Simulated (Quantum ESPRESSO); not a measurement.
# N K ELNES/XANES of TiIN (Pmmn) from DFT, part 4 of 4

Aim: the near-edge shape at the N K edge of TiIN (Pmmn), and what the core hole does to it.

Quantum ESPRESSO 7.5; X-ray absorption near-edge structure, plane-wave PAW LDA, one-electron final states by a Lanczos continued fraction.

So far. Step 8 (Spectrum with XCH, N atom 5): Main maxima below 24 eV (height): 0.7 eV (1.82), 1.5 eV (1.77), 2.7 eV (1.34), 4.0 eV (1.39), 5.5 eV (1.06) and 11.8 eV (1.03).  Step 8 (Spectrum with XCH, N atom 5): The total-energy difference is 400.01 eV. One term is added: -7.76 eV, since the hole is spin-paired here and a spin-polarised one costs that much less in the free atom (computed apart). The photon energy is then 392.25 eV.

**11. Spectrum with XCH, N atom 5**

Another set-up is tried: occupations to [fd, 0.1].

xspectra.in reads:

```
&input_xspectra
   calculation='xanes_dipole', edge='K'
   prefix='x', outdir='tmp', xiabs=3, xe0=7.9301
   xonly_plot=.false., x_save_file='xanes.sav'
   xniter=3000, xcheck_conv=20, xerror=0.005
   xcoordcrys=.false., xepsilon(1)=1, xepsilon(2)=0, xepsilon(3)=0
/
&plot
   xnepoint=413, xemin=-10, xemax=45, terminator=.true., cut_occ_states=.true.
   xgamma=0.4
/
&pseudos
   filecore='../N.wfc'
/
&cut_occ
   cut_desmooth=0.1, cut_stepl=0.05, cut_stepu=0.05, cut_ierror=1e-5
/
4 4 4 0 0 0
```

Launch:

```
> OMP_NUM_THREADS=1 mpirun --oversubscribe --bind-to none -np 4 xspectra.x -nk 4 -in xspectra.in > xspectra.out
```

The log of the run:

```text
     [... banner and references ...]
Reading input_file

     calculation: xanes_dipole

     xepsilon  [cartesian coordinates]:   1.000000   0.000000   0.000000

     xonly_plot: FALSE
        => complete calculation: Lanczos + spectrum plot

     filecore (core-wavefunction file): ../N.wfc

     main plot parameters:
        cut_occ_states: TRUE
        gamma_mode:  constant
        -> using xgamma [eV]:  0.40
        xemin [eV]: -10.00
        xemax [eV]:  45.00
        xnepoint:  413
        xe0 [eV]:   7.930100 (energy zero read in input file)

[...]
Results of STEP 1 successfully written in x_save_file
     x_save_file name:
     ->  xanes.sav
     x_save_file version:  2

     ... End STEP 1 ...

     ... Begin STEP 2 ...

     The spectrum is calculated using the following parameters:
        xe0 [eV]:    7.9301
        the occupied states are elimintate from the spectrum
        xemin [eV]: -10.00
        xemax [eV]:  45.00
        xnepoint:  413
        constant broadening parameter [eV]:    0.400
        Core level energy [eV]:  -409.9
         (from electron binding energy of neutral atoms in X-ray data booklet)

     Cross-section successfully written in xanes.dat

     ... End STEP 2 ...

                                END JOB XSpectra
```

The job ended after 6 min (4 MPI ranks of Arm Neoverse V1, shared host; peak memory 0.44 GiB).

The run finished. A setting was moved off its sound value on purpose, so it serves as a test and not as the result.

The fault put into the input: the smearing is far too wide.

This run also has another mesh (4×4×4 against 6×6×6), so part of the 32 % r.m.s. difference comes from the mesh. The highest intensity below 16 eV goes from 0.7 eV (1.82) to 1.7 eV (1.77).

```
E (eV)  first run  this run
  -2.0       0.10      0.06
  -0.5       0.39      0.13
   1.0       1.74      0.84
   2.5       1.32      1.65
   4.0       1.39      1.22
   5.5       1.06      1.40
   7.0       0.67      0.85
   8.5       0.80      0.76
  10.0       0.81      0.81
  11.5       1.01      0.92
  13.0       0.97      0.95
  14.5       0.95      0.94
  16.0       0.81      0.88
  17.5       0.96      1.00
  19.0       0.73      0.76
  20.5       0.73      0.74
  22.0       0.69      0.75
  23.5       0.63      0.68
  25.0       0.60      0.65
  26.5       0.56      0.58
  28.0       0.44      0.42
  29.5       0.48      0.43
  31.0       0.58      0.62
```

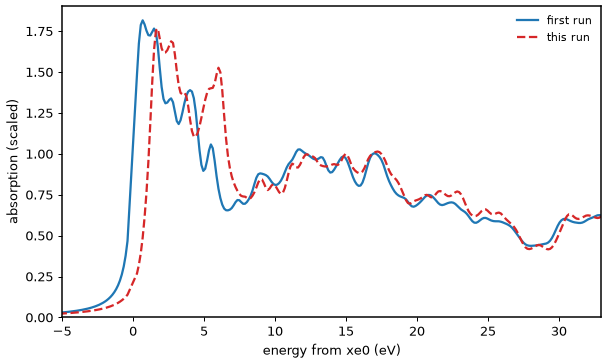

This run beside the first core-hole run.

**12. With and without the hole**

Both curves are counted from their own zero, so only the shift of weight within the empty states shows.

```
E (eV)  no hole   XCH
  -2.0     0.05  0.10
  -1.0     0.08  0.21
   0.0     0.18  1.06
   1.0     0.56  1.74
   2.0     1.49  1.42
   3.0     1.82  1.24
   4.0     1.33  1.39
   5.0     1.61  0.90
   6.0     1.25  0.80
   7.0     1.15  0.67
   8.0     0.73  0.70
   9.0     0.70  0.88
  10.0     0.83  0.81
  11.0     0.81  0.94
  12.0     0.78  1.01
  13.0     0.93  0.97
  14.0     0.97  0.89
  15.0     0.89  0.97
  16.0     0.95  0.81
  17.0     0.83  1.00
  18.0     0.99  0.84
  19.0     0.98  0.73
  20.0     0.82  0.69
  21.0     0.72  0.74
  22.0     0.75  0.69
  23.0     0.74  0.67
  24.0     0.76  0.58
  25.0     0.62  0.60
  26.0     0.64  0.58
  27.0     0.62  0.52
  28.0     0.57  0.44
  29.0     0.49  0.45
  30.0     0.44  0.57
  31.0     0.47  0.58
  32.0     0.59  0.60
```

With each curve scaled to its own mean, the area from −2 to 6 eV with the hole is 8.6 against 7.8, and the centre of weight from −1 to 20 eV moves by -0.7 eV (first and strongest maxima below 20 eV: 2.9 eV (1.82), 5.2 eV (1.61) and 7.0 eV (1.18) without the hole, 0.7 eV (1.82), 1.5 eV (1.77) and 4.0 eV (1.39) with it); the shape changes all the same, by 39 % r.m.s.

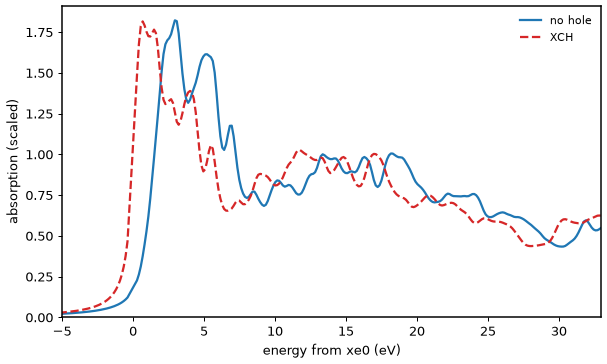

The N K edge with and without the core hole, each from its own zero; the highest intensity below 16 eV lies at 0.7 eV with the hole.

**13. Summary of results**

```json
{
  "absorber and edge": "N K, atom 5 of the ground-state input (counted from 1)",
  "surroundings": "4 Ti at 2.01 Å (4-fold, site symmetry mm2)",
  "highest intensity below 16 eV": "0.7 eV above the zero, height 1.82",
  "photon energy of the zero, with the added terms": "392.2 eV (raw 400.0 eV; LDA puts this hole about 4 eV below PBE, itself good to a few eV)"
}
```

What this shows: The N K edge of atom 5, with 4 Ti at 2.01 Å (4-fold, site symmetry mm2), has its highest intensity of the first 16 eV at 0.7 eV above the zero, near 393 eV in photon energy (LDA puts this hole about 4 eV below PBE, itself good to a few eV), 1.8 times the mean level of the first 20 eV (Lorentzian half width 0.4 eV). With each curve scaled to its own mean, the area from −2 to 6 eV with the hole is 8.6 against 7.8, and the centre of weight from −1 to 20 eV moves by -0.7 eV (first and strongest maxima below 20 eV: 2.9 eV (1.82), 5.2 eV (1.61) and 7.0 eV (1.18) without the hole, 0.7 eV (1.82), 1.5 eV (1.77) and 4.0 eV (1.39) with it); the shape changes all the same, by 39 % r.m.s. At the N K edge of atom 5 polarisation matters most near 2.7 eV, where the curves differ by 2.2 on this scale. The unit cell's mesh shows no gap over 0.35 eV. That is right for a metallic compound; for a small-gap or correlated insulator it would be the fault of the functional or of the assumed magnetic order, and the hole would be screened too well. The holes are only 5.3 Å apart, so the shape is probably not converged with cell size; no larger cell was run here. Lifetime broadening is put in by hand, and intensities beyond about 20 eV depend on it and on the partial waves; weight that the partial waves miss at high energy is lost. The structure is a published determination, not relaxed.

[Banner, clock and machine lines of the logs are left out without a mark of their own.]

[Logs are printed without paths, hosts, clocks, repeated set-up lines and the standing remarks that a program may print on its own settings, such as how far it seeks lower states.]

[Hosts, paths, dates, database ids (printed as entryN), source tags and the programs' standing remarks are cut or masked in the printed files.]

[Lists of maxima count a maximum above −3 eV only where it reaches 4 % of the highest in the window and stands out from its surroundings by 2 % of it (1.5 % where it reaches 55 %); shoulders and weaker maxima are passed over, and of the rest the first, up to two pre-edge ones and the few strongest are named.]
